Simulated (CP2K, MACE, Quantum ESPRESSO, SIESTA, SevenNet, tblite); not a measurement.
# Pressure against volume in random rock-salt alloy of YSe and YTe (64 atoms), CP2K double zeta, RPBE

The cell holds 64 atoms: 32 Y, 27 Te and 5 Se. Its edges and angles: a = 12.042 Å, b = 12.042 Å, c = 12.042 Å, α = 90.0°, β = 90.0°, γ = 90.0°. It derives from YTe. Rock-salt YSe, 2 x 2 x 2 conventional cells, 27 of 32 Se sites given to Te at random (x = 0.844), lattice by Vegard's rule (a = 6.021 Å); every coordinate displaced by a Gaussian of 0.07 Å. Then the atoms were relaxed with SevenNet 0 in the fixed cell.

Calculated with CP2K 2026.2: RPBE; DZVP-MOLOPT-SR, GTH-PBE potentials, 600 Ry; k-points Γ. The unchanged cell has V0 = 27.286 Å³ an atom and P0 = 4.548 GPa. It is scaled evenly, with fractional positions held.

| volume (Å³/atom) | pressure (GPa) |
| --- | --- |
| 25.649 | 10.12 |
| 26.467 | ? |
| 28.104 | 2.343 |
| 28.923 | 0.4501 |

Task: Fit a second-order expansion in ln V to the rows given and interpolate to the withheld row.

**Working.**

To second order in u = ln(V/V0), P = P0 − B u + ½ B B′ u², with B the bulk modulus at V0 and B′ its pressure derivative. So v = (P − P0)/u is a line in u, with intercept −B and slope ½ B B′.

| u | v (GPa) |
| --- | --- |
| -0.0618754 | -89.9938 |
| 0.0295588 | -74.6140 |
| 0.0582689 | -70.3343 |

With n = 3: mean u = 0.00865077, mean v = -78.3140, Σ(u − ū)² = 0.0078730, Σ(u − ū)(v − v̄) = 1.2970. Slope b = 1.2970 / 0.0078730 = 164.74; intercept a = v̄ − b ū = -79.739.

So B = 79.7 GPa and B′ = 2b/B = 4.1. At the withheld volume u = -0.03046, v = a + b u = -84.76 GPa, and P = P0 + u v.

Prediction at 26.467: 7.130 GPa. The run gave 7.119 GPa, so the fit is high by 0.011 GPa (0.16 % of the value).

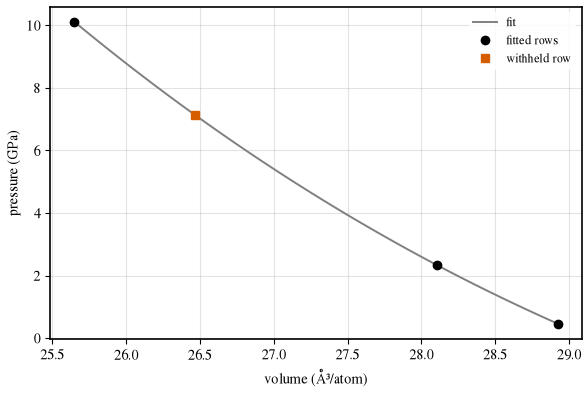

The fit, the rows that it rests on and the withheld row.

B′ = 4.1 rests on three points. Among the rows given, the largest miss of the fit is at 28.923, by 0.011 GPa (0.12 % of the range of the table).

Limits: Static cells at zero temperature, with the cell shape held.

[Hosts, paths, dates, database ids (printed as entryN), source tags and the programs' standing remarks are cut or masked in the printed files.]
